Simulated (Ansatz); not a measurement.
Consider H₃NO₂Si···H₂S.

Input file:

```
crystal:
  periodic: [false, false, false]
  atoms:
    - { symbol: Si, position_ang: [-0.873871, -0.154871, 0.435266] }
    - { symbol: S, position_ang: [2.330228, -0.366144, -0.863841] }
    - { symbol: "N", position_ang: [-1.110873, -0.422869, -1.187421] }
    - { symbol: H, position_ang: [1.168088, -0.38942, -1.605085] }
    - { symbol: O, position_ang: [-0.508681, 1.420579, 1.021569] }
    - { symbol: O, position_ang: [-0.995205, -1.13506, 1.84423] }
    - { symbol: H, position_ang: [2.667789, 0.943873, -1.210322] }
    - { symbol: H, position_ang: [-1.459034, -1.321699, -1.549187] }
    - { symbol: H, position_ang: [-0.457923, 2.17578, 0.392628] }
    - { symbol: H, position_ang: [-0.760618, -0.750169, 2.722263] }
basis:
  gaussian: { orbitals: "6-31G" }
hamiltonian:
  xc: blyp
relax:
  f_tol: 0.03
  max_steps: 50
output:
  orbitals: {}
```

Launched as:

```sh
ansatz run input.yaml --threads 1 --pin off --max-ram 2048MiB --backend cpu --events-out ev --progress --plain --runs-dir out
```

The fields are those of the relaxed geometry.

Computed with RKS BLYP/6-31G in Ansatz.

**What will maps of the electron density and electron localisation function show?**

O5···H9 (1.88 Å): the density falls to about 0.24 e/Å³ on the way; the ELF dips to about 0.15 between them.
Si–O (1.63 Å): ρ at the midpoint is about 1 e/Å³; the ELF peaks at about 0.80 in the valence shell of O, 0.6 Å from its nucleus, and is about 0.50 at the midpoint.
Si–N (1.72 Å): the density is about 0.93 e/Å³ at the midpoint; the ELF peaks at about 0.90 between the atoms (a polar covalent bond).
O–H (0.98 Å): ρ is about 3.3 e/Å³ halfway; the ELF climbs to about 1 towards the hydrogen, as it does in any bond to H; a covalent bond by its length.

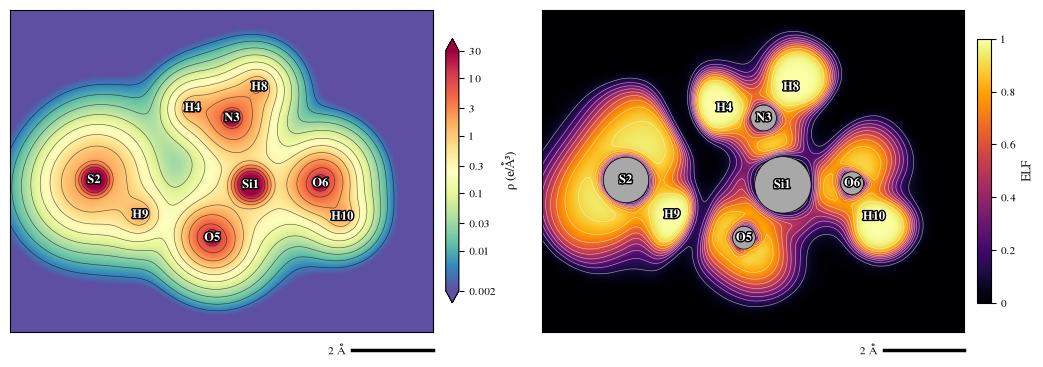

Computed electron density and electron localisation function on the plane of atoms N3, Si1 and O5, in this order. Grey discs cover the atomic cores in the ELF map. 
